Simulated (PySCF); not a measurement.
## Electronic structure of C2H6ClFGe (SMILES F[C@H](Cl)[CH2][GeH3]) in real space

```yaml
atoms:
  - { symbol: F, position_ang: [-1.4900, 0.5409, -1.2587] }
  - { symbol: C, position_ang: [-1.3882, -0.0937, -0.0557] }
  - { symbol: Cl, position_ang: [-1.4006, 1.1606, 1.1979] }
  - { symbol: C, position_ang: [-0.0851, -0.8407, 0.0034] }
  - { symbol: Ge, position_ang: [1.3898, 0.4866, 0.0031] }
  - { symbol: H, position_ang: [-2.2889, -0.7077, 0.0610] }
  - { symbol: H, position_ang: [-0.0614, -1.4599, 0.8986] }
  - { symbol: H, position_ang: [-0.0297, -1.5014, -0.8627] }
  - { symbol: H, position_ang: [2.6191, -0.1770, -0.5328] }
  - { symbol: H, position_ang: [1.0513, 1.6427, -0.8669] }
  - { symbol: H, position_ang: [1.6892, 0.9525, 1.3867] }
```

Geometry: GFN2-xTB.

The calculation used CAM-B3LYP/def2-SVPD, SCF density, gas phase (PySCF 2.14.0).

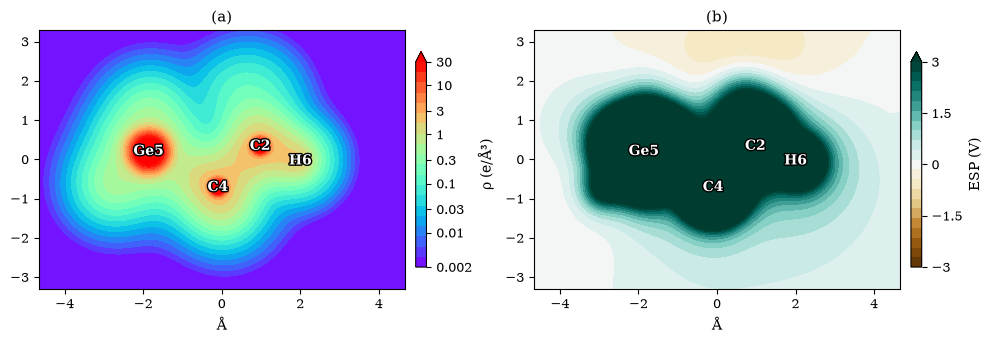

Figure 1. (a) electron density; (b) molecular electrostatic potential on the plane of atoms C2, C4 and Ge5.

### Read the bonding off the picture.

- The section cuts through C, Ge and H sites.
- C–C (1.50 Å): ρ is about 1.8 e/Å³ halfway.
- C–Ge (1.98 Å): ρ is about 0.85 e/Å³ halfway.
- C–H (1.10 Å): ρ is about 2.1 e/Å³ halfway.
- Outside the dense part of the molecule the potential is most negative (−0.6 V) near Cl3, which lies off the plane.

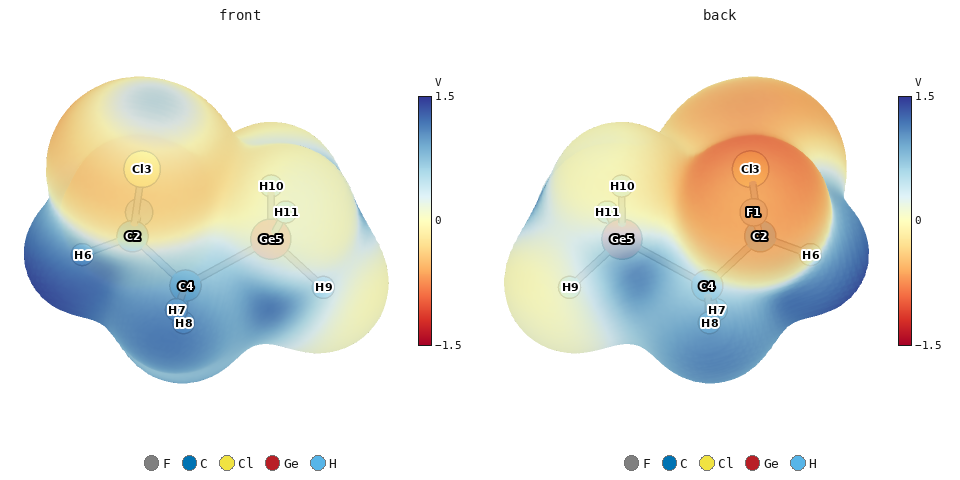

Figure 2. The electrostatic potential painted on the density surface at 0.002 e/bohr³, seen from the front and from behind; the colour scale runs from red (negative) to blue (positive).

### Where is the surface potential most negative and most positive?

The most negative region (about −0.9 V) lies over F1, the most positive (about +1.4 V) over H6. Cl3 shows a σ-hole: about +0.5 V at the tip opposite its bond, against about −0.3 V on its flanks.
